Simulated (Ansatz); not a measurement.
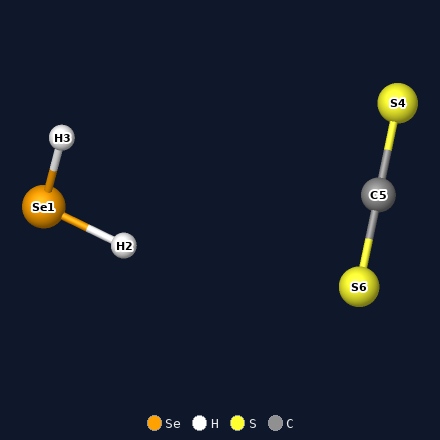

The system is the pair H₂Se···CS₂; the picture shows the reference structure. The turn is about an axis along (−0.63, −0.77, 0.07) in the frame of the relaxed pair, normal to the line between the partners. First axis: distance S6···Se1. Second axis: turn of Se1, H2, H3 about S6. Grid: 11 × 11 points. At 6 points there is no value (left out of the scan, as a rule where atoms come close). Points are written as (first, second). All energies are given in eV relative to the two partners far apart, frozen as in the relaxed pair, each in its own basis (no counterpoise correction). Energies and slopes of some neighbouring points disagree (a jump in structure or state, or too coarse a mesh). These are results of Ansatz 0.2.0, RHF/def2-SVPD, not measurements.

Its coordinates:

```xyz
6

Se   -0.5484   -0.0163   -2.9814
H    -0.9543    0.2689   -1.6140
H     0.8569    0.2411   -2.7074
S     1.4148   -1.1316    2.5541
C     0.2157   -0.1650    2.4346
S    -0.9846    0.8030    2.3142
```

Range: distance S6···Se1 from 4.516 to 6.516 Å; turn of Se1, H2, H3 about S6 from −90 to 90°.

Question: What will the energy surface look like?

Answer: The lowest grid point is at (5.494 Å, 0°), −0.006 eV from the two partners far apart, frozen as in the relaxed pair, each in its own basis (no counterpoise correction). The highest grid point, (4.516 Å, 72°), lies 22.43 eV above the lowest.

```tsv
turn of Se1, H2, H3 about S6 ↓, distance S6···Se1 →	4.516	4.596	4.726	4.887	5.071	5.274	5.494	5.730	5.980	6.242	6.516
90	–	–	–	–	–	–	11.00	5.23	2.55	1.21	0.54
72	22.43	19.79	16.11	12.24	8.66	5.72	3.53	2.03	1.09	0.53	0.24
54	3.56	3.06	2.38	1.71	1.16	0.73	0.43	0.23	0.11	0.05	0.02
36	0.31	0.26	0.19	0.13	0.08	0.05	0.02	0.01	0.00	0.00	0.00
18	0.03	0.02	0.01	0.00	0.00	0.00	0.00	0.00	0.00	0.00	0.00
0	0.00	0.00	0.00	0.00	−0.01	−0.01	−0.01	−0.01	−0.01	0.00	0.00
−18	0.01	0.00	0.00	0.00	0.00	−0.01	−0.01	−0.01	0.00	0.00	0.00
−36	0.01	0.01	0.00	0.00	0.00	0.00	0.00	0.00	0.00	0.00	0.00
−54	0.01	0.01	0.00	0.00	0.00	0.00	0.00	0.00	0.00	0.00	0.00
−72	0.01	0.01	0.01	0.00	0.00	0.00	0.00	0.00	0.00	0.00	0.00
−90	0.01	0.01	0.00	0.00	0.00	0.00	0.00	0.00	0.00	0.00	0.00
```

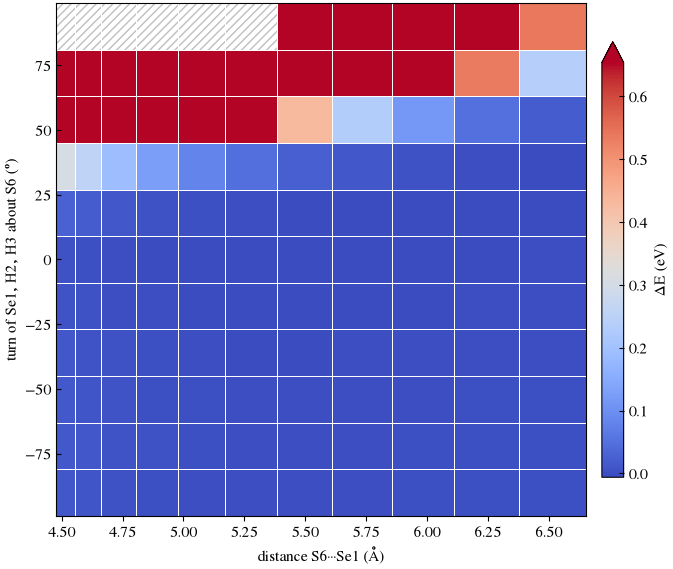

The picture shows one coloured cell a grid point, one colour for all values above the top of the scale, hatched blanks where no value was computed.

Time for the 115 points that were run: 8.7 min on 1 thread of Arm Neoverse V2 (shared host).
